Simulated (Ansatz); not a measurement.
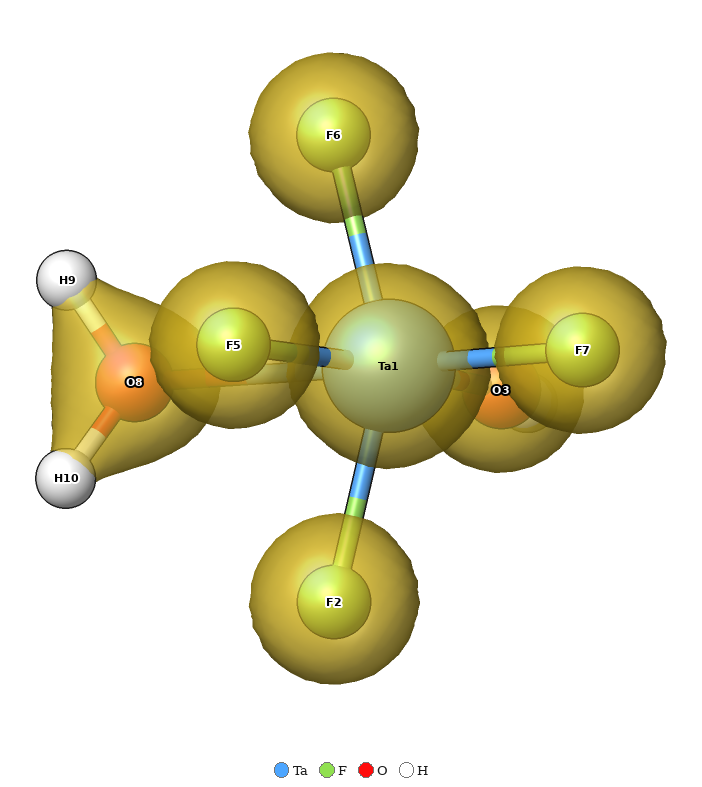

Figure 1: F$_{4}$H$_{3}$O$_{2}$Ta. Isosurface of the electron density at 1.5 e/Å³ (yellow), seen from one side.

Core potentials replace the inner electrons of Ta.

Computed with Ansatz, RKS B3LYP-D4/def2-SVP.

```xyz
10

Ta    0.0241   -0.1391    0.1844
F     1.8188   -0.7780    0.2097
O    -0.2989   -0.8474    1.9018
H    -0.3233   -0.9974    2.8489
F     0.5439    0.8531   -1.3666
F    -1.2707    1.2318    0.4591
F    -0.9007   -1.4396   -0.7889
O     1.2099    1.5615    1.2024
H     0.8214    2.4337    1.0298
H     2.1370    1.5881    0.9177
```

Question: What does this surface tell about the bonding?

Answer: At this value the surface falls into seven separate pieces. It bridges the sampled O–H (0.96 Å) contacts, where the density stays above the isovalue. It is pinched off along the sampled Ta–F (1.87 Å), Ta–O (1.89 Å) and Ta–F (1.91 Å) contacts. On the grid the lowest density along these lines, outside the cores, is 0.96 e/Å³ (Ta–F, 1.87 Å), 0.94 e/Å³ (Ta–O, 1.89 Å), 2.3 e/Å³ (O–H, 0.96 Å) and 0.88 e/Å³ (Ta–F, 1.91 Å).
